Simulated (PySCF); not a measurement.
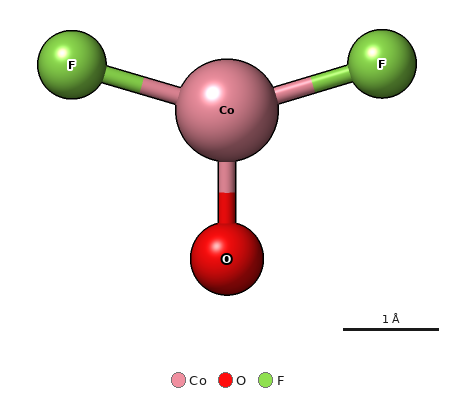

Fig. 1: The input geometry (ball-and-stick view, seen on its broad side). Sticks mark near contacts. Bond lengths as drawn: Co–F 1.70 Å and Co–O 1.57 Å.

# Run report: CoOF$_{2}$, frequency calculation

System: CoOF$_{2}$, multiplicity 4.
Method: UKS-based PBE0, Co def2-TZVP, O def2-TZVP, F def2-TZVP; non-relativistic Hamiltonian; density fitting (PySCF 2.14.0).

## The program's output
```
init E= -1657.2708566431
  alpha nocc = 28  HOMO = -0.380149296205679  LUMO = -0.155295796066879
  beta  nocc = 25  HOMO = -0.382088304217504  LUMO = -0.185280314838179
  HOMO = -0.380149296206  LUMO = -0.185280314838  gap/eV = 5.30266
cycle= 1 E= -1657.27085664301  delta_E= 9.55e-11  |g|= 2.1e-05  |ddm|= 7.95e-06
  alpha nocc = 28  HOMO = -0.380148406151879  LUMO = -0.155290565994925
  beta  nocc = 25  HOMO = -0.382088905458791  LUMO = -0.185277553494317
  HOMO = -0.380148406152  LUMO = -0.185277553494  gap/eV = 5.30271
cycle= 2 E= -1657.27085663932  delta_E= 3.69e-09  |g|= 0.000126  |ddm|= 4.31e-05
  alpha nocc = 28  HOMO = -0.380149273958382  LUMO = -0.155295215540917
  beta  nocc = 25  HOMO = -0.382088372169812  LUMO = -0.185280028790482
  HOMO = -0.380149273958  LUMO = -0.18528002879  gap/eV = 5.30266
cycle= 3 E= -1657.27085664312  delta_E= -3.8e-09  |g|= 2.17e-06  |ddm|= 3.66e-05
  alpha nocc = 28  HOMO = -0.380149224010528  LUMO = -0.155295188364119
  beta  nocc = 25  HOMO = -0.382088330038845  LUMO = -0.185279935486589
  HOMO = -0.380149224011  LUMO = -0.185279935487  gap/eV = 5.30266
cycle= 4 E= -1657.27085664313  delta_E= -3.64e-12  |g|= 7.95e-07  |ddm|= 1.21e-06
  alpha nocc = 28  HOMO = -0.38014925617648  LUMO = -0.155295237927793
  beta  nocc = 25  HOMO = -0.382088294515739  LUMO = -0.185279937875992
  HOMO = -0.380149256176  LUMO = -0.185279937876  gap/eV = 5.30266
Extra cycle  E= -1657.27085664312  delta_E= 3.64e-12  |g|= 9.68e-07  |ddm|= 2.36e-06
converged SCF energy = -1657.27085664312  <S^2> = 3.7971231  2S+1 = 4.0234926
```

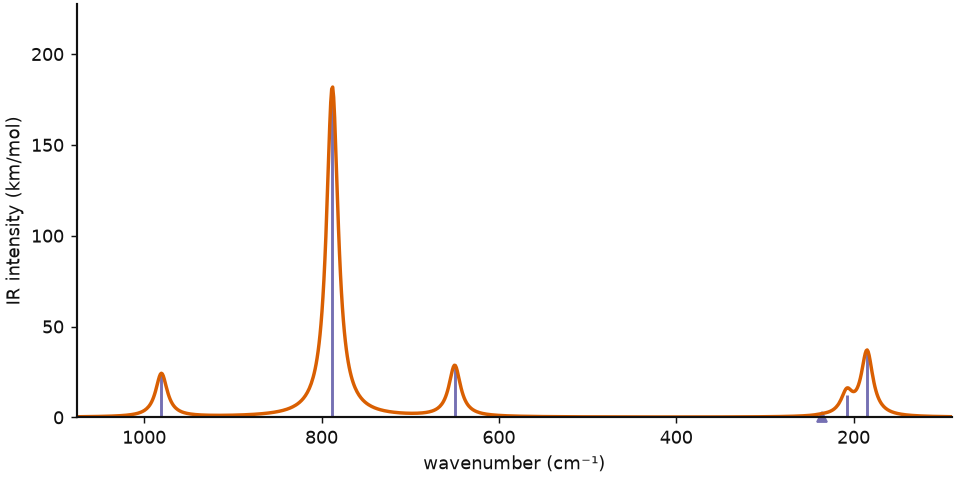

Fig. 2: Harmonic infrared spectrum, unscaled: sticks (degenerate modes added up, dark ones marked on the axis) with a Lorentzian envelope of 16 cm⁻¹ full width, scaled to the tallest stick. 6 modes from 185 to 980 cm⁻¹, none imaginary. The strongest line is at 788 cm⁻¹ (182 km/mol). All modes, in cm⁻¹ (km/mol): 185 (36), 208 (12.1), 236 (0.3), 650 (28), 788 (182), 980 (24).

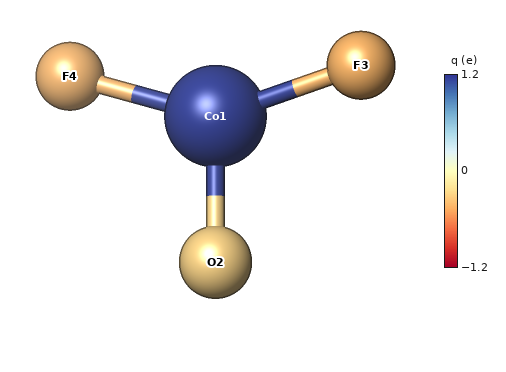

Fig. 3: Mulliken charges, as the colour of each atom (ball-and-stick view, seen at a tilt; atoms are numbered from 1 in the order of the input; Mulliken charges depend strongly on the basis). By element: Co +1.15, O −0.29 and F −0.43 e.

This output came from the following input.

## The input
```python
from pyscf import gto, scf, dft
mol = gto.M(atom='''
Co    -0.058931    -0.000000     0.000000
O      1.508085     0.000002     0.000000
F     -0.546733     1.633275     0.000000
F     -0.546728    -1.633276     0.000000''',
    basis={'Co': 'def2-TZVP', 'O': 'def2-TZVP', 'F': 'def2-TZVP'},
    charge=0, spin=3)
mf = dft.UKS(mol, xc='PBE0')
mf.grids.atom_grid = (75, 302)
aux = {'Co': 'def2-universal-JKFIT', 'O': 'def2-universal-JKFIT', 'F': 'def2-universal-JKFIT'}
mf = mf.density_fit(auxbasis=aux)
mf.conv_tol = 1e-09
mf.diis_space = 10
mf.max_cycle = 60
mf.verbose = 4
mf.kernel()
```

The script is an equivalent of the set-up of the self-consistent field. The run itself was carried out by a driver, which started from the orbitals of the step before it where there was one and computed the further properties.

Launch command:
```bash
OMP_NUM_THREADS=4 python axn.py task.json out
```

## Results in brief

| quantity | value |
| --- | --- |
| outcome | converged |
| total energy | −1657.270857 hartree |
| ⟨S²⟩ | 3.797 |
| zero-point energy | 0.006940 hartree |
| dipole moment | 0.51 D |
| wavenumbers, lowest and highest | 185 and 980 cm⁻¹ |
| hardware | 4 threads of Arm Neoverse V1, 24 GiB of memory available, shared host |
| wall time | 2.3 min (CPU time 5.3 min) |
| peak memory | 1.6 GiB |
